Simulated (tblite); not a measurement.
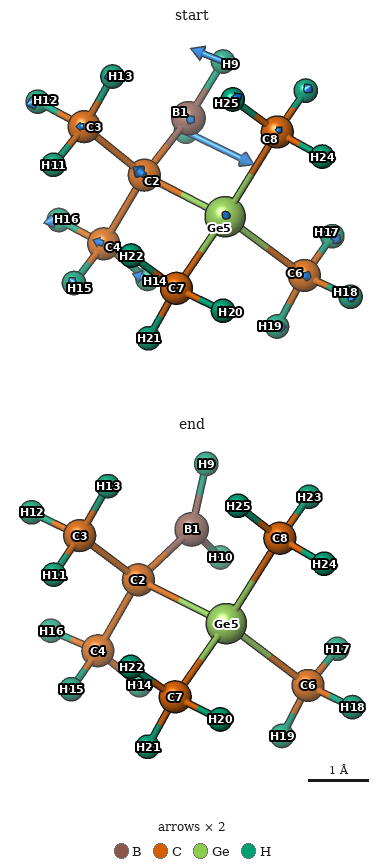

The structure of C6H17BGe before (top) and after (bottom) a relaxation, at one scale. The blue arrows give the displacements, 2 times their true length.

A ball-and-stick model, seen from a free direction.

Method: tblite 0.8.0, GFN2-xTB geometry optimisation, gas phase. 

What changed between the two?

After 55 geometry steps the energy has fallen by 40.3 kJ/mol. The atom that moves furthest after the best rigid fit is H10 (0.70 Å). Largest moves by element: H 0.70 Å, C 0.15 Å, B 0.08 Å, Ge 0.07 Å. Among the contacts that change: C2–Ge5 1.966 → 2.082 Å, B1–C2 1.608 → 1.541 Å, Ge5–C6 1.942 → 1.994 Å, Ge5–C7 1.956 → 2.002 Å. Among the angles between lasting bonds that change: B1–C2–Ge5 107.3° → 97.8°, B1–C2–C3 109.2° → 117.0°, B1–C2–C4 110.5° → 116.7°. Groups turn about B1–C2 by about 30°. The run took 0.85 s on 1 thread of Arm Neoverse N1, on a shared host.
